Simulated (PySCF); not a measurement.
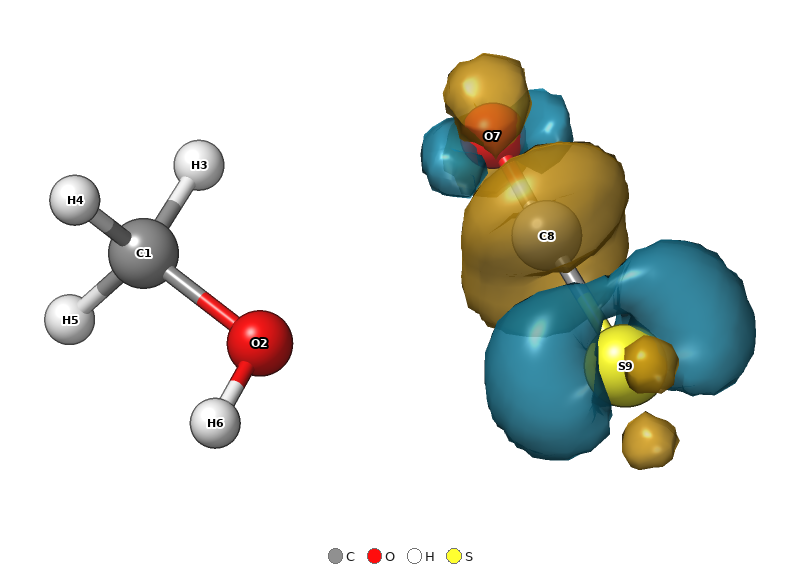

Figure. C₂H₄O₂S, SMILES `CO.O=C=S`. Unrelaxed difference density of S₁ less the ground state (TDA singlet states), ±0.05 e/Å³; yellow: gain, teal: loss.

Computed with PySCF, B3LYP/def2-SVP, geometry: GFN2-xTB. The pair's geometry is semi-empirical, so its contact may be too short or too long. GFN2-xTB bond lengths at metals and heavier atoms can be off by up to 0.1 Å and shapes distorted, which carries into these values. Without diffuse functions Rydberg states are missing, so the states' numbers hold for this basis only.

The calculation's input:

```python
import numpy as np
from pyscf import gto, scf, dft, tdscf
from pyscf.scf import atom_ks, atom_hf
from scipy.linalg import block_diag

def solve(mol, dm0=None, hcore=None):
    mf = (dft.UKS if mol.spin else dft.RKS)(mol, xc='b3lyp')
    mf.grids.level = 3
    mf = mf.density_fit(auxbasis='def2-universal-jkfit')
    mf.conv_tol, mf.max_cycle = 1e-8, 80
    if hcore is not None:
        mf.get_hcore = lambda *args: hcore
    mf.kernel(dm0)
    if not mf.converged:
        mf = mf.newton().run(mf.mo_coeff, mf.mo_occ, max_cycle=30)
    assert mf.converged, 'SCF not converged'
    return mf

mol = gto.M(atom='''
C     -2.56877     0.03377    -0.00994
O     -1.42677    -0.79112     0.00555
H     -2.20860     1.05876    -0.07539
H     -3.15841    -0.07906     0.90545
H     -3.20492    -0.17700    -0.87551
H     -1.70527    -1.71149     0.06278
O      0.33148     1.63282     0.00681
C      0.93709     0.65075     0.00222
S      1.80185    -0.62074    -0.00437
''', basis='def2-svp', charge=0, spin=0, verbose=4)
mf = solve(mol)
td = mf.TDA()
td.nstates, td.singlet, td.conv_tol = 5, True, 1e-5
td.kernel()
td.analyze()
x, y = np.array([p[0] for p in td.xy]), np.array([p[1] + 0 * p[0] for p in td.xy])
f, mu = td.oscillator_strength(), td.transition_dipole()
nto = [td.get_nto(state=i + 1, verbose=4) for i in range(len(td.e))]
# spherically averaged free atoms, for the promolecule
atm = atom_ks.get_atm_nrks(mol, xc='b3lyp')
pro = block_diag(*[(atm[a[0]][2] * atm[a[0]][3]) @ atm[a[0]][2].T for a in mol._atom])
np.savez('result.npz', e=td.e, f=f, ok=td.converged, w=[n[0] for n in nto], nto=[n[1] for n in nto], x=x, y=y, c=mf.mo_coeff, occ=mf.mo_occ, eps=mf.mo_energy, pro=pro, mu=mu)
```

Launched as:

```sh
OMP_NUM_THREADS=1 python input.py
```

The run took 83 s on 1 thread of Arm Neoverse V1, on a shared host, peak memory 0.52 GiB.

### How does the charge move on excitation?

0.56 e is displaced in all, of which about 0.4 e passes between atoms: S9 (0.34 e) loses electrons and C8 (0.30 e) and O7 (0.07 e) gain them. The state: 5.83 eV (212 nm), f = 0.000 (dark); the leading pair carries 75 %; hole on S9 (67 %), O7 (18 %) and C8 (11 %), electron on C8 (41 %), S9 (33 %) and O7 (25 %) (shares are of the whole state, not of the leading pair alone); their centroids lie 0.6 Å apart.
